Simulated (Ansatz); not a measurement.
**[MoO2S2]2- (MoS₂O₂ (-2)): an energy map over bond length Mo1–O3 and angle O3–Mo1–O2**

Aim: map the energy of [MoO2S2]2- (MoO₂S₂), charge −2 over two coordinates, and find its wells, ridges and stiffness.

Computed with Ansatz 0.2.0. Level: RKS PBE0-D4/def2-SVPD.

### Step 1. The starting structure

5 atoms, charge -2, spin multiplicity 1.

Atoms are counted from 1 here; the program's logs count them from 0.

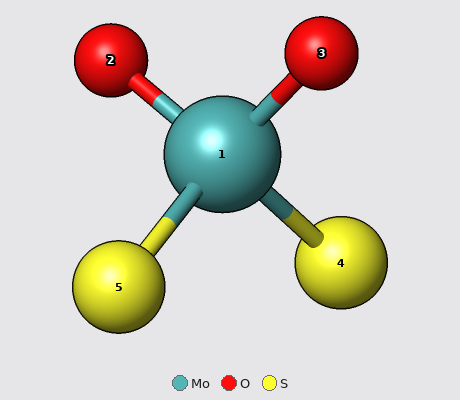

As it starts; molybdenum teal, oxygen red, sulfur yellow; atoms are numbered from 1 in the order of the file.

Geometry (Å):

```
Mo    0.0800   -0.0003    0.0559
O     0.1118   -0.0159    1.8056
O     1.7339    0.0079   -0.5161
S    -0.9665    1.8928   -0.6560
S    -0.9592   -1.8845   -0.6893
```

This geometry comes from a loose relaxation at PBE in a small basis, which is not shown.

### Step 2. Relaxing the molecule

Input file input.yaml:

```yaml
crystal:
  periodic: [false, false, false]
  atoms:
    - { symbol: Mo, position_ang: [0.080012, -0.000292, 0.055904] }
    - { symbol: O, position_ang: [0.111829, -0.015912, 1.805552] }
    - { symbol: O, position_ang: [1.733875, 0.007912, -0.516081] }
    - { symbol: S, position_ang: [-0.96651, 1.892816, -0.656032] }
    - { symbol: S, position_ang: [-0.959206, -1.884523, -0.689343] }
total_charge: -2
basis:
  gaussian: { orbitals: def2-SVPD }
hamiltonian:
  xc: pbe0
  dispersion: d4
output:
  forces: true
relax:
  f_tol: 0.003
  max_steps: 120
```

Run with:

```console
> ansatz run input.yaml --threads 1 --pin off --max-ram 2560MiB --backend cpu --events-out ev --progress --plain --runs-dir out
```

The log of the run, cut to the lines that bear on the results:

```text
Warning: RAYON_NUM_THREADS=1 ignored (pool sized by the plan → 1); use --threads N
[...]
Functional definition: PBE0
[...]
1350 factors; integrals over basis functions are off by at most 1.8e-4 eV
[...]
mean field -27604.07942050 eV, -1014.4312079863 hartree, gradient 2.6e-5 eV, S^2 0.000000; 0 other end points of the search recorded, 0 dependent functions left out
[...]
reference -27604.07944862 eV, -1014.4312090199 hartree; 32, 32 occupied and 102, 102 virtual orbitals, 1350 factors
relax step   1: F+E_penalty+E_count = -27604.30200670 eV  Δ(F+E_penalty+E_count) = +0.000e0 eV  max|allowed force component| = 1.249e0 eV/Å  Δτ_max = 0.0000 Å  (33 SCF iters, accepted)
[...]
relax step   4: F+E_penalty+E_count = -27604.34487559 eV  Δ(F+E_penalty+E_count) = +1.369e-4 eV  max|allowed force component| = 7.992e-2 eV/Å  Δτ_max = 0.0071 Å  (39 SCF iters, rejected (line search))
[...]
relax step   5: F+E_penalty+E_count = -27604.34525638 eV  Δ(F+E_penalty+E_count) = -2.439e-4 eV  max|allowed force component| = 2.574e-3 eV/Å  Δτ_max = 0.0035 Å  (40 SCF iters, accepted)
1350 factors; integrals over basis functions are off by at most 2.1e-4 eV
[...]
mean field -27604.11999606 eV, -1014.4326991107 hartree, gradient 1.2e-5 eV, S^2 0.000000; 1 other end points of the search recorded, 0 dependent functions left out
[...]
reference -27604.12002424 eV, -1014.4327001462 hartree; 32, 32 occupied and 102, 102 virtual orbitals, 1350 factors
Total energy: -27604.34528456 eV, -1014.4409783103 hartree
Atom 0 at     0.081358    -0.000320     0.056840 Å, force     0.002574    -0.000533     0.001786 eV/Å
Atom 1 at     0.112899    -0.015623     1.779574 Å, force     0.000253     0.000328    -0.002166 eV/Å
Atom 2 at     1.709864     0.007735    -0.506137 Å, force    -0.001950     0.000167     0.000988 eV/Å
Atom 3 at    -0.955648     1.877496    -0.648541 Å, force    -0.000371     0.002247    -0.000176 eV/Å
Atom 4 at    -0.948474    -1.869288    -0.681735 Å, force    -0.000506    -0.002210    -0.000432 eV/Å
Dipole moment:     0.366871    -0.001565     0.256307 e Å
```

Run time: 51 s. Hardware: 1 thread of Arm Neoverse V2, shared host; peak memory 0.34 GiB.

Relaxation path:

| step | energy from step 1 (eV) | largest force component (eV/Å) |
| --- | --- | --- |
| 1 | 0.0000 | 1.2491 |
| 2 | -0.0401 | 0.2341 |
| 3 | -0.0430 | 0.0886 |
| 4 | -0.0429 | 0.0799 |
| 5 | -0.0432 | 0.0026 |

Distances of close pairs at the start and the end, largest changes first:

| bond | before (Å) | after (Å) | change (Å) |
| --- | --- | --- | --- |
| Mo1–O2 | 1.750 | 1.723 | -0.027 |
| Mo1–O3 | 1.750 | 1.723 | -0.027 |
| Mo1–S4 | 2.277 | 2.258 | -0.019 |
| Mo1–S5 | 2.277 | 2.258 | -0.019 |

### Step 3. Setting up the map

The axes are (1) bond length Mo1–O3: 7 values from 1.516 to 2.154 Å; (2) angle O3–Mo1–O2: 7 values from 63 to 153 °.

Nothing else is relaxed (all other coordinates rigid). Energies count from the relaxed molecule at the same level.

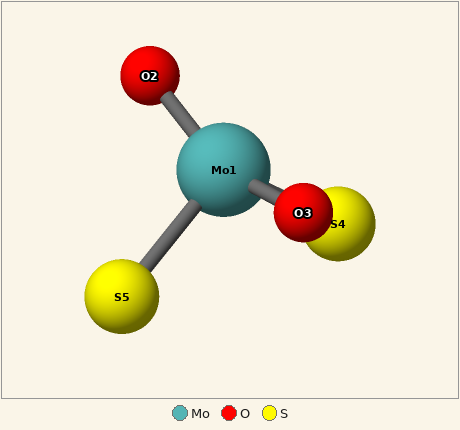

The geometry at bond length Mo1–O3 = 1.623 Å, angle O3–Mo1–O2 = 153°.

Of the runs on the grid, 2 are shown in the steps below; the others differ only in the two coordinates.

### Step 4. Grid point bond length Mo1–O3 = 1.729 Å, angle O3–Mo1–O2 = 108°

Input file input.yaml:

```yaml
crystal:
  periodic: [false, false, false]
  atoms:
    - { symbol: Mo, position_ang: [0.081358, -0.00032, 0.05684] }
    - { symbol: O, position_ang: [0.112899, -0.015623, 1.779574] }
    - { symbol: O, position_ang: [1.715677, 0.007757, -0.507411] }
    - { symbol: S, position_ang: [-0.955648, 1.877496, -0.648541] }
    - { symbol: S, position_ang: [-0.948474, -1.869288, -0.681735] }
total_charge: -2
basis:
  gaussian: { orbitals: def2-SVPD }
hamiltonian:
  xc: pbe0
  dispersion: d4
output:
  forces: true
```

Run with:

```console
> ansatz run input.yaml --threads 1 --pin off --max-ram 2560MiB --backend cpu --events-out ev --progress --plain --runs-dir out
```

The log of the run, cut to the lines that bear on the results:

```text
Warning: RAYON_NUM_THREADS=1 ignored (pool sized by the plan → 1); use --threads N
[...]
[... 1 set-up line as earlier in the session ...]
[...]
1259 factors; integrals over basis functions are off by at most 1.2e-3 eV
[...]
mean field -27604.11937362 eV, -1014.4326762363 hartree, gradient 1.0e-5 eV, S^2 0.000000; 0 other end points of the search recorded, 0 dependent functions left out
[...]
reference -27604.11940178 eV, -1014.4326772714 hartree; 32, 32 occupied and 102, 102 virtual orbitals, 1259 factors
Total energy: -27604.34449711 eV, -1014.4409493720 hartree
Atom 0 at     0.081358    -0.000320     0.056840 Å, force     0.238064     0.000514    -0.066724 eV/Å
Atom 1 at     0.112899    -0.015623     1.779574 Å, force    -0.006573     0.000515    -0.024366 eV/Å
Atom 2 at     1.715677     0.007757    -0.507411 Å, force    -0.237323    -0.000975     0.079948 eV/Å
Atom 3 at    -0.955648     1.877496    -0.648541 Å, force     0.003008    -0.010330     0.005588 eV/Å
Atom 4 at    -0.948474    -1.869288    -0.681735 Å, force     0.002825     0.010277     0.005553 eV/Å
Dipole moment:     0.355855    -0.001601     0.257994 e Å
```

Run time: 7.9 s. Hardware: 1 thread of Arm Neoverse V2, shared host; peak memory 0.32 GiB.

Energy on the map's scale: 0.08 kJ/mol.

### Step 5. Point bond length Mo1–O3 = 1.623 Å, angle O3–Mo1–O2 = 153°

input.yaml: that of step 4 with these lines changed.

```diff
@@ -5,3 +5,3 @@
     - { symbol: O, position_ang: [0.112899, -0.015623, 1.779574] }
-    - { symbol: O, position_ang: [1.715677, 0.007757, -0.507411] }
+    - { symbol: O, position_ang: [0.79159, 0.014016, -1.402439] }
     - { symbol: S, position_ang: [-0.955648, 1.877496, -0.648541] }
```

Run with:

```console
> ansatz run input.yaml --threads 1 --pin off --max-ram 2560MiB --backend cpu --events-out ev --progress --plain --runs-dir out
```

The log of the run, cut to the lines that bear on the results:

```text
Warning: RAYON_NUM_THREADS=1 ignored (pool sized by the plan → 1); use --threads N
[...]
[... 1 set-up line as earlier in the session ...]
[...]
1259 factors; integrals over basis functions are off by at most 1.1e-3 eV
[...]
mean field -27600.90350376 eV, -1014.3144951990 hartree, gradient 6.5e-5 eV, S^2 0.000000; 0 other end points of the search recorded, 0 dependent functions left out
[...]
reference -27600.90353125 eV, -1014.3144962089 hartree; 32, 32 occupied and 102, 102 virtual orbitals, 1259 factors
Total energy: -27601.13615623 eV, -1014.3230450195 hartree
Atom 0 at     0.081358    -0.000320     0.056840 Å, force    -7.503040    -0.017831     0.392087 eV/Å
Atom 1 at     0.112899    -0.015623     1.779574 Å, force     2.231301    -0.023378     3.119116 eV/Å
Atom 2 at     0.791590     0.014016    -1.402439 Å, force     7.325593     0.060131    -5.213330 eV/Å
Atom 3 at    -0.955648     1.877496    -0.648541 Å, force    -1.028393     0.719270     0.857674 eV/Å
Atom 4 at    -0.948474    -1.869288    -0.681735 Å, force    -1.025461    -0.738191     0.844453 eV/Å
Dipole moment:     0.816759     0.000348     0.136066 e Å
```

It took 8.5 s on 1 thread of Arm Neoverse V2, shared host; peak memory 0.32 GiB.

Energy on the map's scale: 310 kJ/mol.

### Step 6. Energy over the grid

49 points were computed. Energies in kJ/mol, from the relaxed molecule at the same level:

| angle O3–Mo1–O2 (°) ↓, bond length Mo1–O3 (Å) → | 1.516 | 1.623 | 1.729 | 1.835 | 1.941 | 2.048 | 2.154 |
| --- | --- | --- | --- | --- | --- | --- | --- |
| 153 | 439 | 310 | 263 | 265 | 294 | 337 | 385 |
| 138 | 272 | 156 | 121 | 134 | 172 | 224 | 280 |
| 123 | 166 | 58 | 31 | 50 | 95 | 152 | 213 |
| 108 | 129 | 25 | 0 | 21 | 68 | 127 | 189 |
| 93 | 169 | 63 | 36 | 54 | 97 | 153 | 212 |
| 78 | 318 | 204 | 167 | 173 | 204 | 248 | 296 |
| 63 | 668 | 545 | 487 | 464 | 458 | 462 | 473 |

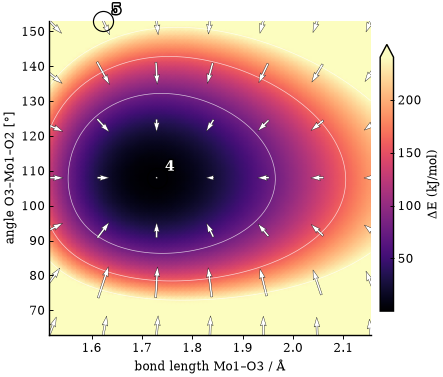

The map; numbers mark the steps of this session that print a point's run. The picture shows a smooth colour map, arrows along the force (downhill), longer where it is stronger, one colour for all values above the top of the scale. Between grid points the surface is interpolated.

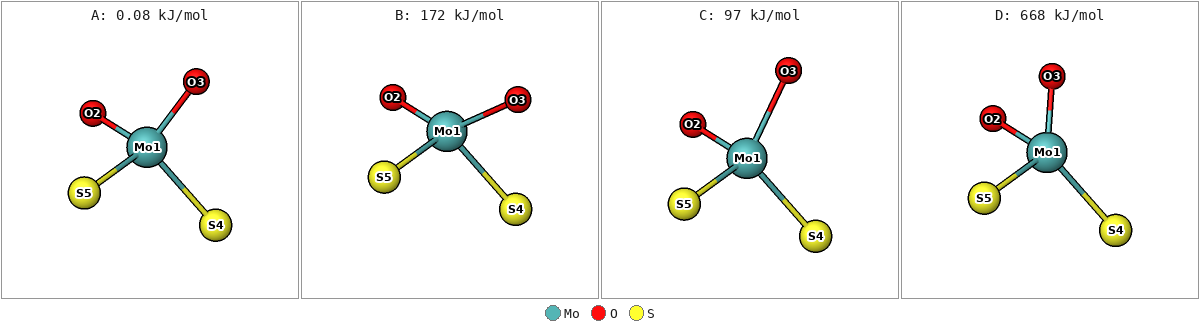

Structures on the grid, at one scale: A at bond length Mo1–O3 = 1.729 Å, angle O3–Mo1–O2 = 108°; B at bond length Mo1–O3 = 1.941 Å, angle O3–Mo1–O2 = 138°; C at bond length Mo1–O3 = 1.941 Å, angle O3–Mo1–O2 = 93°; D at bond length Mo1–O3 = 1.516 Å, angle O3–Mo1–O2 = 63°.

On the same grid, largest force on an atom (eV/Å):

| angle O3–Mo1–O2 (°) ↓, bond length Mo1–O3 (Å) → | 1.516 | 1.623 | 1.729 | 1.835 | 1.941 | 2.048 | 2.154 |
| --- | --- | --- | --- | --- | --- | --- | --- |
| 153 | 18.7 | 9.0 | 5.9 | 7.0 | 7.8 | 7.9 | 7.7 |
| 138 | 17.0 | 7.4 | 4.8 | 5.7 | 6.6 | 6.9 | 6.7 |
| 123 | 15.9 | 6.4 | 2.5 | 4.0 | 5.4 | 5.9 | 6.1 |
| 108 | 15.4 | 5.6 | 0.3 | 3.6 | 5.3 | 6.0 | 6.1 |
| 93 | 15.6 | 6.1 | 2.5 | 4.7 | 6.0 | 6.5 | 6.4 |
| 78 | 17.2 | 8.6 | 4.7 | 6.4 | 7.5 | 7.8 | 7.6 |
| 63 | 20.4 | 13.9 | 11.3 | 9.5 | 8.1 | 7.8 | 7.2 |

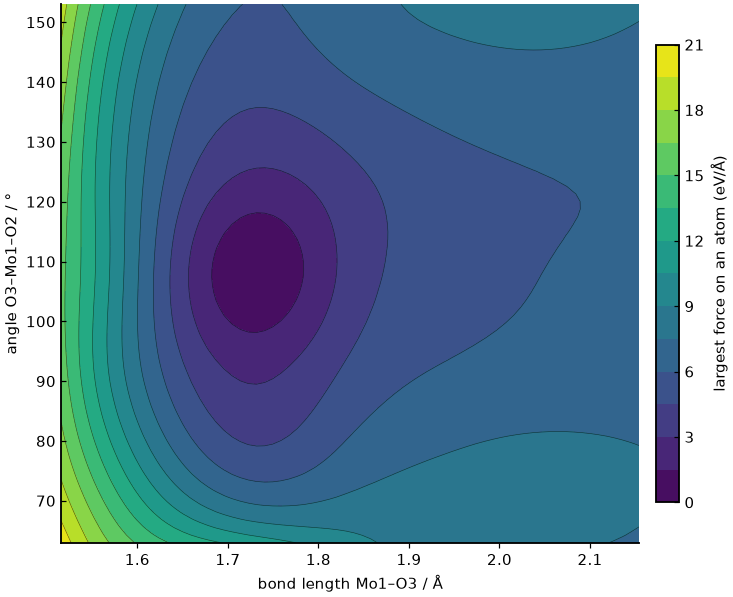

The largest force on an atom over the grid. In the figure: filled contours.

### Step 7. What came out

| quantity | value |
| --- | --- |
| lowest point | bond length Mo1–O3 = 1.729 Å, angle O3–Mo1–O2 = 108°, 0.08 kJ/mol |
| highest computed point | bond length Mo1–O3 = 1.516 Å, angle O3–Mo1–O2 = 63°, 668 kJ/mol above the lowest |
| largest force on an atom (eV/Å) | 0.3 at bond length Mo1–O3 = 1.729 Å, angle O3–Mo1–O2 = 108° to 20.4 at bond length Mo1–O3 = 1.516 Å, angle O3–Mo1–O2 = 63°; 0.3 at the lowest point |
| time for the whole task | 8 min on 1 thread, shared host |

What this shows: The lowest computed point is at bond length Mo1–O3 = 1.729 Å, angle O3–Mo1–O2 = 108°, 0.08 kJ/mol from the relaxed molecule at the same level. The grid is coarse, so the lowest point of the scanned range may lie between grid points; coordinates that were held can hide deeper minima. The grid shows no other well, apart from its symmetry copies. The highest computed point, bond length Mo1–O3 = 1.516 Å, angle O3–Mo1–O2 = 63°, lies 668 kJ/mol above the lowest. Round the minimum the two coordinates are nearly uncoupled.
